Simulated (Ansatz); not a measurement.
## Fields on a plane of SiC (wurtzite)

```
SiC
1.0
    3.09195     0.00000     0.00000
   -1.54598     2.67771     0.00000
    0.00000     0.00000     5.07427
Si C
2 2
Direct
  0.66667   0.33333   0.00052
  0.33333   0.66667   0.50052
  0.66667   0.33333   0.62468
  0.33333   0.66667   0.12468
```

The slice is a (0001) plane (indices of the conventional cell) through the point (0.667, 0.333, 0.001) (fractional), spanned by u = [110] and v = [1 -1 0] in vectors of this cell: u (3.09 Å) and v (5.36 Å, at 90° to u). It covers one period; positions are fractions (u, v).

Atoms on it: Si at (0.00, 0.00); Si at (0.50, 0.50). Other atoms lie within 1 Å of the plane.

All values below come from PBE (plane waves to 420 eV, PAW, scalar-relativistic; Ansatz, a program for electronic structure). k mesh 12×12×7. Inside the PAW spheres the values are not all-electron values, and peaks at nuclei hang on which shells count as valence. SiC was relaxed with its symmetry unable to fall.

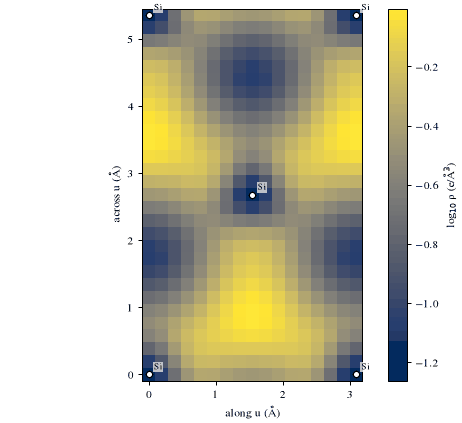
Figure. Log₁₀ of the valence density in e/Å³, one period of the plane, atoms marked. The scale is logarithmic, as a density can span decades between atoms and voids.

```
|xxxxxxxxxx00558899885500xxxxxxxx|
|xxxxxxxx001166889988661100xxxxxx|
|xxxxxx0000337799999977330000xxxx|
|xxxx00002266889999998866220000xx|
|00001144668899999999998866441100|
|22224466889999999999999988664422|
|xxxx44668888888877888888886644xx|
|xxxxxx5577776644444466777755xxxx|
|xxxxxx4455331100000011335544xxxx|
|xxxxxx22220000xxxxxx00002222xxxx|
|xxxx11110000xxxxxxxxxx00001111xx|
|3333330000xxxxxxxxxxxxxx00003333|
|66664400xxxxxxxxxxxxxxxxxx004466|
|88774400xxxxxxxxxxxxxxxxxx004477|
|99885500xxxxxxxxxxxxxxxxxx005588|
|9988661100xxxxxxxxxxxxxx00116688|
|999977330000xxxxxxxxxx0000337799|
|99998866220000xxxxxx000022668899|
|99999988664411000000114466889999|
|99999999886644222222446688999999|
|77888888886644xxxxxx446688888888|
|444466777755xxxxxxxxxx5577776644|
|000011335544xxxxxxxxxx4455331100|
|xxxx00002222xxxxxxxxxx22220000xx|
|xxxxxx00001111xxxxxx11110000xxxx|
|xxxxxxxx000033333333330000xxxxxx|
|xxxxxxxxxx00446666664400xxxxxxxx|
|xxxxxxxxxx00447788774400xxxxxxxx|
```
Scale: ten equal steps from 1.00 (start of '0') to 9.58 (end of '9'), in the order '0123456789'. Values: electrostatic potential energy of an electron, from the cell's mean, in eV. The map has 16 points along u (two characters each, u = 0 at the left) and 28 along v (v = 0 in the bottom row). Points within 0.8 Å of a nucleus are blanked (x), as the pseudised field means little there. Values under 1 eV are set to 1. The zero, the cell's mean, hangs on the PAW cores.
